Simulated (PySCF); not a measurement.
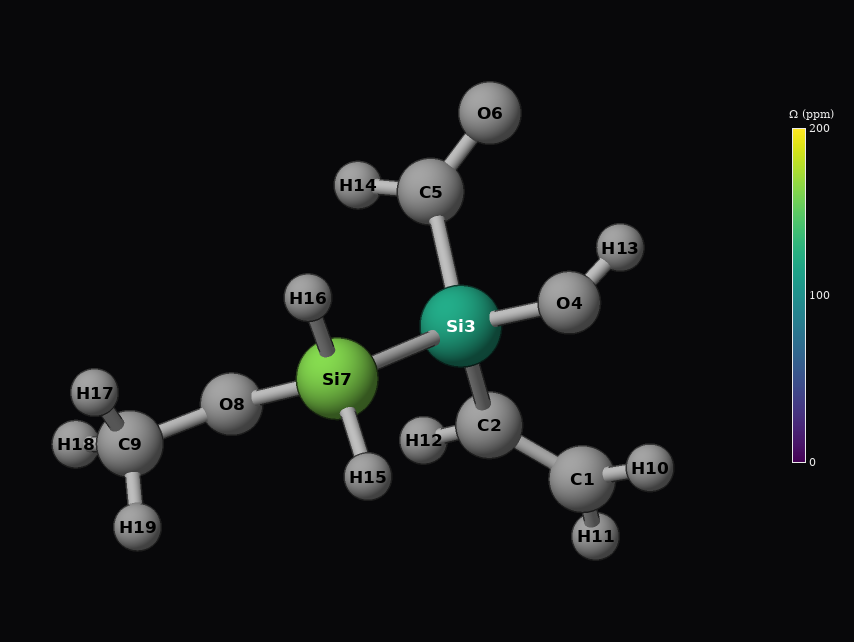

The Si atoms are coloured by the span of their shielding tensor. Computed geometry: GFN2-xTB optimisation. No frequency run is at hand to confirm it as a minimum. Level of theory: GIAO PBE0/pcSseg-1 NMR shielding, non-relativistic, gas phase (PySCF 2.14.0). Principal shieldings σ11 ≤ σ22 ≤ σ33, span Ω = σ33 − σ11, skew κ = 3(σiso − σ22)/Ω.

Question: Which Si atom has the most anisotropic shielding?

Answer: Si7, with a span of 162 ppm.

Give the shielding tensors of the Si atoms.

```json
{"atom": "Si3", "σ11": "316.4", "σ22": "384.0", "σ33": "435.5", "σiso": "378.6", "Ω": "119.1", "κ": "−0.14"}
{"atom": "Si7", "σ11": "321.0", "σ22": "326.9", "σ33": "482.8", "σiso": "376.9", "Ω": "161.8", "κ": "0.93"}
```

Shieldings and span in ppm.

The geometry is semi-empirical. Around Si such bond lengths and angles can be off by a tenth of an ångström or more and by several degrees, and values that hang on the shape move with them.
